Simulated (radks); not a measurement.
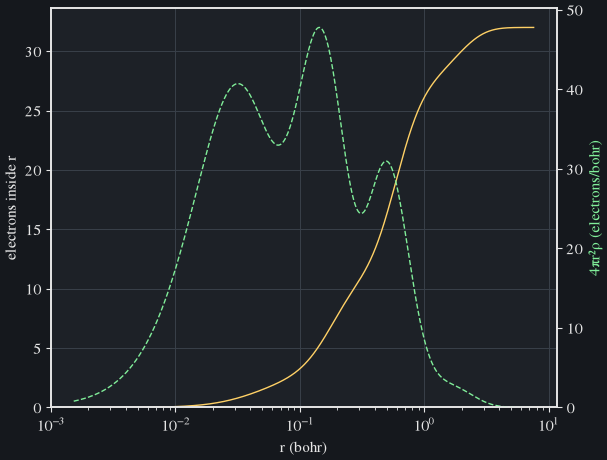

System: the As⁺ ion, configuration [Ar] 3d10 4s2 4p2 (high spin). Method: scalar-relativistic Kohn-Sham, r2SCAN, spin-polarised, spherical densities, finite nucleus; computed with the in-house radial solver radks.

The plot shows the number of electrons inside radius r (solid) and the radial density 4πr²ρ (dashed).

> Describe it and give its main numbers.

The count levels off at 32 electrons. Half of them lie within 0.491 bohr, 90 % within 1.55 bohr and 99 % within 3.30 bohr. The radial density has minima at 0.0670 and 0.311 bohr, where the count stands at 2.1 and 11.0; these part the shells that the density resolves.
